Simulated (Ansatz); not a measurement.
# Depolarisation of Y on Al(111): the Topping model put to the test

In Topping's model the dipole per adsorbate falls as μ = μ₀/(1 + 9αn^(3/2)), with n the density and α a polarisability, so 1/μ is a straight line in n^(3/2).

How it was computed: Ansatz 0.2.0, plane waves with PAW datasets (its set soft_2), LDA; 4 layers at the tabulated experimental lattice constant with the lower two held, adsorbates relaxed from the fcc site, dipole correction. μ is the change of the cell's dipole per adsorbate, positive end outwards.

| run | n^(3/2) (nm⁻³) | 1/μ (1/D) |
| --- | --- | --- |
| 0.0625 ML | 0.83 | 0.417 |
| 0.111 ML | 1.96 | ? |
| 0.25 ML | 6.60 | 1.004 |

Q: Estimate the withheld value from the rows shown.

Two rows fix a line: slope = (1.004 − 0.417) / (6.60 − 0.83) = 0.1017, intercept 0.3327. The intercept gives μ₀ = 1/0.3327 = 3.01 D, and slope over intercept 9α = 0.306 nm³, or α = 34 Å³, an effective value that holds the metal's image. At 1.96 it gives 0.1017 × 1.96 + 0.3327 = 0.532 1/D. Rounding of the rows alone allows about ±0.001 1/D there; two rows can't show whether the line holds.

The run itself gives 0.510 1/D: a miss of −0.022 1/D, or 4.3 % of the value. In dipoles that is 1.88 D predicted against 1.96 D found. The line meets this point to some per cent.

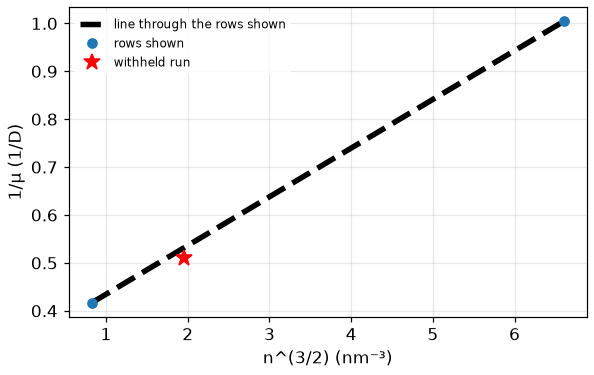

The fit and the withheld run.

Caveats: Heights and bonding change with coverage, which the model leaves out; its factor is about 9 for square and hexagonal arrays and differs for rectangular ones and rows; and slabs this thin add errors of their own. The test is put only to electropositive adsorbates whose dipole falls by a fifth or more between the two rows shown.
